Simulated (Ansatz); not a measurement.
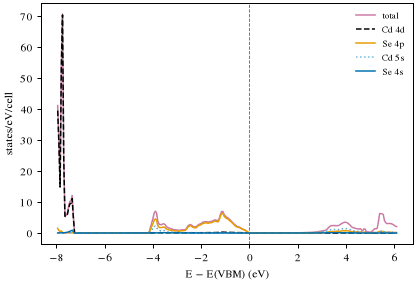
Total and projected density of states of CdSe (wurtzite, P6_3mc), DFT-r²SCAN in the program Ansatz with PAW potentials

### Question
Which orbitals carry the states next to the gap?

### Answer
Top 1 eV of the valence band: Se 4p 91 %. Bottom 1 eV of the conduction band: Cd 5s 60 %, Se 4p 21 %, Se 4s 17 %. Projections are on Löwdin-orthogonalised atomic valence shells; empty p or d shells of many metals are not among them.

The cell was relaxed with r²SCAN under the symmetry of its start; of distortions, only those at the zone centre were tested. Scalar-relativistic: spin–orbit coupling is off unless named, which matters more the heavier the elements.

Potentials: the later of the program's two PAW sets.
